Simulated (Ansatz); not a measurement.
## Geometry relaxation, with input and output: C₂H₇AlOSi (part 2 of 2)

C₂H₇AlOSi, SMILES OC=[C]([AlH2])[SiH3]; RKS PBE0-D4/STO-3G (Ansatz 0.2.0). It belongs to a series of runs on one base structure; here: start relaxed.

Geometry of the input (Å):
```
O  -0.2903  2.1558  1.1529
C  0.5076  1.2850  0.5137
C  0.0590  0.1217  -0.0050
Al -1.6957  -0.5531  0.0830
Si 1.3155  -1.0310  -0.7892
H  -1.3326  2.0669  1.2522
H  1.5853  1.5562  0.4450
H  -2.0671  -1.9780  -0.5433
H  -2.9373  0.3037  0.8025
H  2.4445  -0.2522  -1.2917
H  0.6609  -1.7692  -1.8432
H  1.8271  -1.9609  0.2571
```

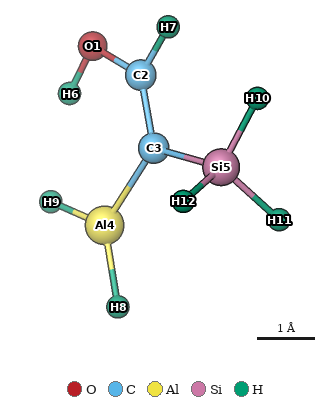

The geometry at step 10 of the log (ball-and-stick view, seen at a tilt; atoms are numbered from 1 in the order of the input).

Trajectory as extended XYZ, continued:
```
12
Properties=species:S:1:pos:R:3:forces:R:3 step=4 energy=-18473.33526
O    -0.3198    2.2243    1.1470   -0.4954   0.2842   0.2005
C     0.4357    1.2660    0.4858    0.3410  -0.6561   0.0422
C     0.0298    0.0684    0.0073    0.0663   0.1230   0.0033
Al   -1.7530   -0.5175    0.1271    0.3104  -0.1383  -0.2506
Si    1.3202   -1.0217   -0.7623   -0.0531   0.0653  -0.0253
H    -1.2619    1.8187    1.1827    0.2233   0.0363  -0.0967
H     1.4865    1.6138    0.4730   -0.0780   0.1017  -0.1559
H    -2.1091   -1.8447   -0.4577   -0.0860  -0.0732   0.0269
H    -2.7712    0.3599    0.7636   -0.2368   0.2472   0.2063
H     2.4450   -0.2685   -1.2689   -0.0122   0.0163   0.0354
H     0.7480   -1.7720   -1.8570    0.0261   0.0078   0.0046
H     1.8267   -1.9817    0.1933   -0.0057  -0.0143   0.0093
12
Properties=species:S:1:pos:R:3:forces:R:3 step=5 energy=-18473.35157
O    -0.3543    2.2073    1.1346   -0.0569  -0.2463  -0.0393
C     0.4386    1.2349    0.5132    0.1617   0.3647  -0.3501
C     0.0439    0.0444    0.0136   -0.0198  -0.0627   0.0724
Al   -1.7473   -0.5166    0.1283   -0.1122   0.0154   0.1350
Si    1.3390   -1.0247   -0.7659    0.0374   0.0699   0.0096
H    -1.2803    1.7707    1.1304    0.0059   0.0775   0.0787
H     1.4653    1.6516    0.4195   -0.1585  -0.2037   0.1602
H    -2.1867   -1.8462   -0.4151    0.0336   0.1308   0.0352
H    -2.7235    0.4195    0.8081    0.0897  -0.0952  -0.0949
H     2.4749   -0.2467   -1.2087   -0.0191  -0.0369   0.0068
H     0.7912   -1.7353   -1.8994    0.0324   0.0172   0.0112
H     1.8161   -2.0140    0.1752    0.0060  -0.0306  -0.0248
12
Properties=species:S:1:pos:R:3:forces:R:3 step=6 energy=-18473.36299
O    -0.3750    2.1930    1.1222    0.1813  -0.0194  -0.0561
C     0.4307    1.2417    0.4845   -0.0819   0.1844   0.1109
C     0.0459    0.0420    0.0051   -0.0245  -0.1467  -0.0542
Al   -1.7452   -0.5087    0.1487   -0.0723  -0.0208  -0.0112
Si    1.3476   -1.0227   -0.7686    0.0315  -0.0150  -0.0159
H    -1.2949    1.7483    1.1282   -0.0435  -0.0124   0.0007
H     1.4615    1.6404    0.4337   -0.0397   0.0079  -0.0010
H    -2.2047   -1.8315   -0.3839    0.0186   0.0372   0.0270
H    -2.7127    0.4412    0.8123    0.0425  -0.0366  -0.0180
H     2.4895   -0.2467   -1.1962   -0.0098  -0.0040   0.0191
H     0.8179   -1.7261   -1.9149    0.0054   0.0255   0.0065
H     1.8162   -2.0259    0.1628   -0.0076  -0.0001  -0.0079
12
Properties=species:S:1:pos:R:3:forces:R:3 step=7 energy=-18473.36830
O    -0.3720    2.2078    1.0953    0.0056  -0.0111  -0.0139
C     0.4243    1.2472    0.4659   -0.0438  -0.0077   0.0102
C     0.0421    0.0355    0.0080    0.0384   0.0171  -0.0019
Al   -1.7441   -0.5235    0.1697   -0.0162  -0.0246  -0.0042
Si    1.3491   -1.0226   -0.7664    0.0031   0.0305   0.0146
H    -1.2939    1.7651    1.1190    0.0090   0.0119   0.0041
H     1.4520    1.6487    0.3977    0.0107   0.0024  -0.0067
H    -2.2020   -1.8535   -0.3419    0.0108   0.0091   0.0094
H    -2.7059    0.4276    0.8323   -0.0075   0.0087   0.0072
H     2.5241   -0.2553   -1.1100   -0.0038   0.0065   0.0140
H     0.8473   -1.6505   -1.9653   -0.0035  -0.0171  -0.0411
H     1.7560   -2.0815    0.1295   -0.0028  -0.0257   0.0083
12
Properties=species:S:1:pos:R:3:forces:R:3 step=8 energy=-18473.36394 accepted=F
O    -0.3792    2.2300    1.0394   -0.1485  -0.0228   0.0311
C     0.4117    1.2571    0.4276   -0.0223  -0.2071  -0.1056
C     0.0389    0.0238    0.0112    0.0674   0.2137   0.0591
Al   -1.7382   -0.5479    0.2202    0.0266  -0.0156  -0.0129
Si    1.3528   -1.0230   -0.7655    0.2170  -0.1833  -0.1448
H    -1.2989    1.7825    1.0954    0.0669   0.0384   0.0023
H     1.4318    1.6691    0.3258    0.0487  -0.0150  -0.0041
H    -2.1989   -1.8921   -0.2484    0.0079   0.0006   0.0065
H    -2.6877    0.4177    0.8768   -0.0384   0.0187   0.0198
H     2.5919   -0.2691   -0.9314   -0.3117  -0.2286   0.0345
H     0.9206   -1.5062   -2.0747    0.1389   0.1188   0.3419
H     1.6320   -2.1970    0.0575   -0.0524   0.2822  -0.2279
12
Properties=species:S:1:pos:R:3:forces:R:3 step=9 energy=-18473.37081
O    -0.3745    2.2208    1.0684   -0.0057  -0.0175   0.0323
C     0.4172    1.2520    0.4484    0.1047   0.0425  -0.0258
C     0.0424    0.0322    0.0101   -0.1057  -0.0510  -0.0017
Al   -1.7411   -0.5324    0.1914    0.0022  -0.0017  -0.0047
Si    1.3475   -1.0241   -0.7669    0.0377   0.0167   0.0146
H    -1.2908    1.7710    1.1239   -0.0350   0.0103  -0.0198
H     1.4429    1.6553    0.3628    0.0084   0.0217  -0.0032
H    -2.1899   -1.8732   -0.2976   -0.0062  -0.0032   0.0075
H    -2.7054    0.4262    0.8411    0.0048  -0.0106   0.0057
H     2.5463   -0.2618   -1.0289    0.0109  -0.0134   0.0002
H     0.8834   -1.5897   -2.0131   -0.0096   0.0132  -0.0027
H     1.6989   -2.1314    0.0945   -0.0067  -0.0068  -0.0025
12
Properties=species:S:1:pos:R:3:forces:R:3 step=10 energy=-18473.37253
O    -0.3783    2.2308    1.0445   -0.0459   0.0003   0.0252
C     0.4121    1.2585    0.4292    0.1001  -0.0025  -0.0376
C     0.0410    0.0305    0.0087   -0.0843   0.0076   0.0198
Al   -1.7377   -0.5434    0.2133    0.0267  -0.0128   0.0116
Si    1.3501   -1.0221   -0.7656    0.0805  -0.0877  -0.0632
H    -1.2956    1.7828    1.1057   -0.0008   0.0035  -0.0138
H     1.4355    1.6654    0.3304    0.0001   0.0152   0.0087
H    -2.1836   -1.8949   -0.2481   -0.0030  -0.0005  -0.0025
H    -2.6998    0.4151    0.8654   -0.0017   0.0029  -0.0004
H     2.5828   -0.2809   -0.9435   -0.0958  -0.0719   0.0164
H     0.9172   -1.5115   -2.0606    0.0482   0.0449   0.1135
H     1.6332   -2.1853    0.0546   -0.0239   0.1011  -0.0778
12
Properties=species:S:1:pos:R:3:forces:R:3 step=11 energy=-18473.37354
O    -0.3794    2.2299    1.0459   -0.0385   0.0056   0.0122
C     0.4136    1.2592    0.4306    0.0408  -0.0268  -0.0311
C     0.0405    0.0319    0.0082   -0.0297   0.0216   0.0185
Al   -1.7364   -0.5447    0.2165    0.0154  -0.0015  -0.0084
Si    1.3491   -1.0219   -0.7668    0.0544  -0.0492  -0.0318
H    -1.2986    1.7839    1.0965    0.0140   0.0013  -0.0024
H     1.4371    1.6668    0.3356    0.0005   0.0059   0.0037
H    -2.1842   -1.8941   -0.2490    0.0018  -0.0042   0.0034
H    -2.6979    0.4137    0.8690   -0.0067   0.0045   0.0064
H     2.5818   -0.2852   -0.9451   -0.0536  -0.0337   0.0108
H     0.9187   -1.5118   -2.0597    0.0206   0.0270   0.0584
H     1.6326   -2.1828    0.0522   -0.0191   0.0495  -0.0397
12
Properties=species:S:1:pos:R:3:forces:R:3 step=12 energy=-18473.37436
O    -0.3819    2.2354    1.0374    0.0131  -0.0252  -0.0151
C     0.4133    1.2636    0.4236    0.0622   0.0702   0.0116
C     0.0410    0.0341    0.0083    0.0007   0.0108   0.0045
Al   -1.7323   -0.5489    0.2243   -0.0092   0.0004   0.0035
Si    1.3473   -1.0225   -0.7670    0.0178  -0.0052  -0.0074
H    -1.2986    1.7863    1.0911   -0.0209  -0.0064   0.0022
H     1.4361    1.6772    0.3273   -0.0550  -0.0455  -0.0059
H    -2.1726   -1.9049   -0.2300    0.0029   0.0004   0.0018
H    -2.6983    0.4078    0.8737    0.0013  -0.0015   0.0001
H     2.5904   -0.3012   -0.9149   -0.0050  -0.0006   0.0052
H     0.9305   -1.4820   -2.0727   -0.0016   0.0037   0.0004
H     1.6021   -2.2000    0.0329   -0.0061  -0.0011  -0.0009
12
Properties=species:S:1:pos:R:3:forces:R:3 step=13 energy=-18473.37488
O    -0.3855    2.2400    1.0253    0.0145  -0.0142  -0.0082
C     0.4128    1.2678    0.4160   -0.0049   0.0477   0.0087
C     0.0417    0.0353    0.0086    0.0133  -0.0042   0.0007
Al   -1.7283   -0.5536    0.2370   -0.0066   0.0027  -0.0095
Si    1.3468   -1.0226   -0.7678    0.0093  -0.0044   0.0044
H    -1.3010    1.7881    1.0819   -0.0040  -0.0039   0.0018
H     1.4332    1.6831    0.3143   -0.0177  -0.0265  -0.0044
H    -2.1634   -1.9143   -0.2082    0.0008   0.0012   0.0054
H    -2.6961    0.4033    0.8830    0.0003  -0.0029   0.0029
H     2.6019   -0.3144   -0.8758   -0.0105  -0.0111  -0.0011
H     0.9467   -1.4467   -2.0912    0.0063   0.0065   0.0105
H     1.5682   -2.2213    0.0109   -0.0008   0.0092  -0.0112
12
Properties=species:S:1:pos:R:3:forces:R:3 step=14 energy=-18473.37498
O    -0.3890    2.2457    1.0128   -0.0008   0.0014  -0.0087
C     0.4102    1.2740    0.4048   -0.0384  -0.0157   0.0387
C     0.0417    0.0367    0.0094    0.0135  -0.0049  -0.0212
Al   -1.7261   -0.5565    0.2458    0.0049  -0.0104   0.0155
Si    1.3465   -1.0225   -0.7663    0.0191  -0.0176  -0.0193
H    -1.3023    1.7898    1.0766    0.0099   0.0048  -0.0023
H     1.4292    1.6883    0.2994    0.0189   0.0083  -0.0129
H    -2.1550   -1.9242   -0.1836   -0.0015   0.0048  -0.0044
H    -2.6953    0.3977    0.8936   -0.0006   0.0041  -0.0053
H     2.6147   -0.3320   -0.8360   -0.0250  -0.0115   0.0053
H     0.9668   -1.4080   -2.1084    0.0065   0.0072   0.0296
H     1.5355   -2.2441   -0.0141   -0.0064   0.0294  -0.0150
12
Properties=species:S:1:pos:R:3:forces:R:3 step=15 energy=-18473.37504
O    -0.3889    2.2464    1.0115    0.0052  -0.0065   0.0052
C     0.4107    1.2725    0.4075   -0.0296   0.0164  -0.0310
C     0.0419    0.0361    0.0098    0.0151  -0.0082   0.0077
Al   -1.7253   -0.5580    0.2482    0.0001  -0.0027   0.0044
Si    1.3468   -1.0223   -0.7665    0.0043  -0.0087  -0.0069
H    -1.3020    1.7904    1.0764    0.0019   0.0022   0.0015
H     1.4282    1.6897    0.2943    0.0095  -0.0074   0.0145
H    -2.1552   -1.9248   -0.1832   -0.0002   0.0023  -0.0007
H    -2.6951    0.3974    0.8934    0.0015   0.0012  -0.0010
H     2.6153   -0.3332   -0.8317   -0.0123  -0.0055   0.0012
H     0.9682   -1.4044   -2.1091    0.0056   0.0030   0.0135
H     1.5324   -2.2450   -0.0163   -0.0013   0.0138  -0.0085
12
Properties=species:S:1:pos:R:3:forces:R:3 step=16 energy=-18473.37514
O    -0.3891    2.2459    1.0112   -0.0016   0.0004   0.0009
C     0.4095    1.2725    0.4056    0.0027  -0.0001  -0.0009
C     0.0418    0.0353    0.0094   -0.0016  -0.0022  -0.0006
Al   -1.7254   -0.5582    0.2488    0.0016   0.0009  -0.0002
Si    1.3471   -1.0223   -0.7670    0.0006   0.0010   0.0006
H    -1.3025    1.7907    1.0758   -0.0005   0.0008   0.0002
H     1.4284    1.6877    0.2966   -0.0003  -0.0006  -0.0001
H    -2.1568   -1.9244   -0.1824   -0.0009  -0.0010  -0.0001
H    -2.6938    0.3987    0.8939   -0.0001   0.0006   0.0003
H     2.6145   -0.3322   -0.8317    0.0000   0.0001  -0.0002
H     0.9696   -1.4047   -2.1092    0.0001   0.0000   0.0004
H     1.5336   -2.2442   -0.0170   -0.0001   0.0003  -0.0004
```

Key numbers:

- outcome: converged
- total energy: −18473.3752 eV
- mean-field energy: −18473.1360 eV
- largest force (length of the vector) at the end: 0.003 eV/Å
- wall time: 39 s
- peak memory: 0.14 GiB
